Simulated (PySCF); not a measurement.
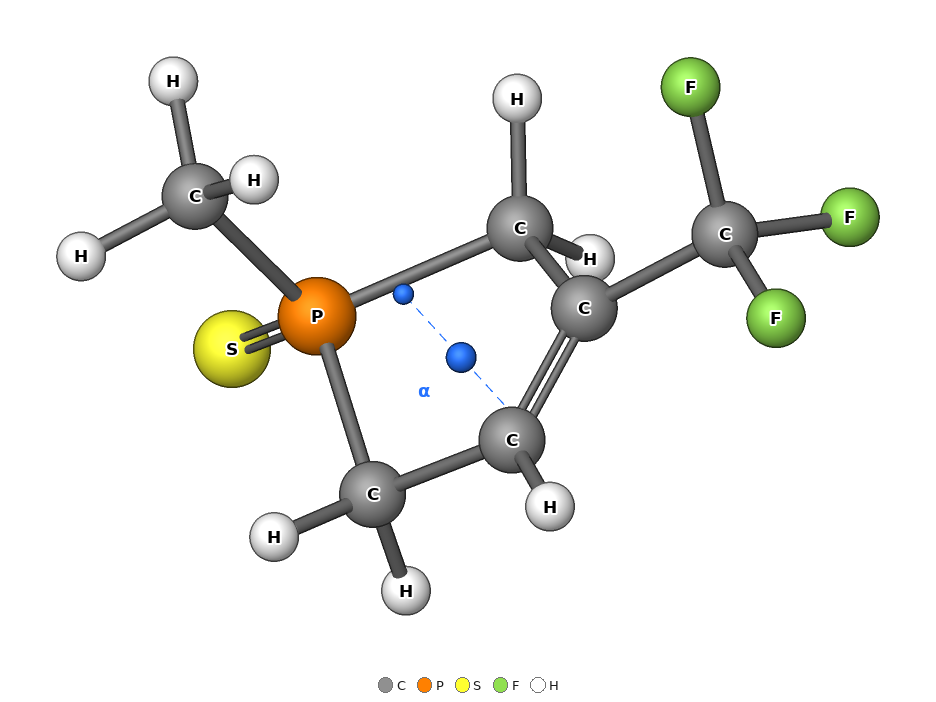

The small points mark where nucleus-independent chemical shifts (NICS) were computed: at the centre of each lettered ring and 1 Å above and below it. The computed structure is the end point of a GFN2-xTB optimisation. No frequency run is at hand to confirm it as a minimum. Method: GIAO PBE0/pcSseg-1 NMR shielding, non-relativistic, gas phase (PySCF 2.14.0).

Give NICS(0), NICS(1) and the out-of-plane component NICS(1)zz for each ring (means of the two sides).

| ring | members | NICS(0) | NICS(1) | NICS(1)zz |
| --- | --- | --- | --- | --- |
| α | C4P | −3.3 | −3.3 | −1.4 |

Values in ppm.

### What do the values say about the ring currents?

Ring α: weak, as in a non-aromatic ring. NICS is one index among several.

The geometry is semi-empirical. Around P such bond lengths and angles can be off by a tenth of an ångström or more and by several degrees, and values that hang on the shape move with them.
